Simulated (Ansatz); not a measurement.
```yaml
atoms:
  - { symbol: Sn, position_ang: [-0.0364, -0.6054, -0.2596] }
  - { symbol: S, position_ang: [1.2880, 1.1835, 2.0803] }
  - { symbol: O, position_ang: [-1.2125, -1.3469, -1.7386] }
  - { symbol: O, position_ang: [-1.2701, -0.9168, 1.2980] }
  - { symbol: O, position_ang: [0.0252, 1.3655, -0.7739] }
  - { symbol: H, position_ang: [2.4820, 1.3866, 1.4518] }
  - { symbol: H, position_ang: [1.5206, -1.3513, -0.2480] }
  - { symbol: H, position_ang: [0.6268, 1.9135, 1.1238] }
  - { symbol: H, position_ang: [-0.6713, -1.7969, -2.4193] }
  - { symbol: H, position_ang: [-2.0677, -1.3468, 0.9201] }
  - { symbol: H, position_ang: [-0.6846, 1.5150, -1.4346] }
```

Core potentials replace the inner electrons of Sn.

All numbers below come from Ansatz 0.2.0, RKS BLYP-D4/def2-SVP.

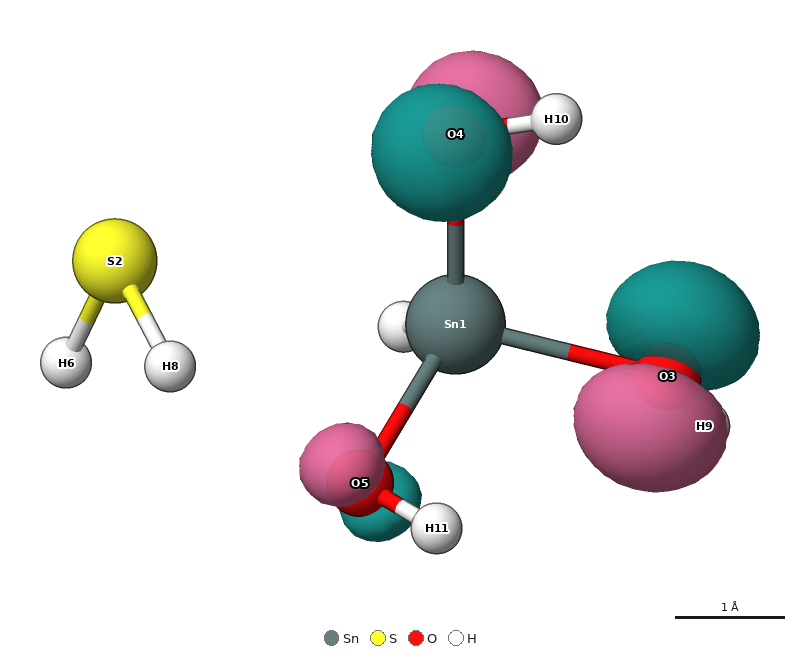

H$_{4}$O$_{3}$Sn···H$_{2}$S. The HOMO−1 at ±0.2 Å⁻³ᐟ² (teal and pink are the two phases), seen across its widest extent.

> Where does this orbital lie, and at what energy?

By Hirshfeld shares it lies mainly on O3 (about 50 %), O4 (about 30 %) and O5 (about 5 %); largely a combination of lone pairs on O3, O4 and O5. Its energy is −6.23 eV.
